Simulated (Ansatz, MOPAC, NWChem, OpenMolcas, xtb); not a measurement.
A ladder of methods for BNH2Cl (SMILES N[B]Cl)

The runs start from one conformer, not always the lowest.

BNH2Cl, doublet, SMILES `N[B]Cl`. Each level relaxes the structure for itself.

Each level gives the highest harmonic wavenumber at each level's own minimum (cm⁻¹). The values are calculated.

```json
{"level": "AM1", "kind": "semi-empirical", "program": "MOPAC", "value (cm⁻¹)": "3557"}
{"level": "MNDO", "kind": "semi-empirical", "program": "MOPAC", "value (cm⁻¹)": "3644"}
{"level": "PM3", "kind": "semi-empirical", "program": "MOPAC", "value (cm⁻¹)": "3540"}
{"level": "GFN2-xTB", "kind": "semi-empirical", "program": "xtb", "value (cm⁻¹)": "3503"}
{"level": "UHF/3-21G", "kind": "Hartree–Fock", "program": "OpenMolcas", "value (cm⁻¹)": "3809"}
{"level": "UHF/6-31G* (Cartesian functions)", "kind": "Hartree–Fock", "program": "OpenMolcas", "value (cm⁻¹)": "3914"}
{"level": "UPBE/def2-SVP", "kind": "GGA", "program": "NWChem", "value (cm⁻¹)": "3587"}
{"level": "UPBE0-D4/def2-TZVP", "kind": "global hybrid", "program": "Ansatz", "value (cm⁻¹)": "3697"}
{"level": "UB3LYP/6-31G* (Cartesian functions)", "kind": "global hybrid", "program": "OpenMolcas", "value (cm⁻¹)": "3658"}
```

Harmonic and unscaled. The values span 3503 to 3914 cm⁻¹.

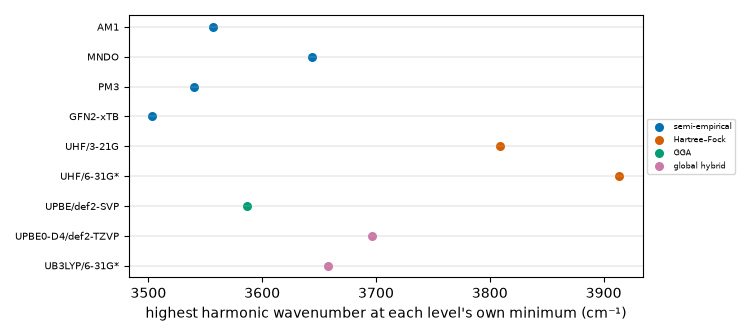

The values of the table, level by level.
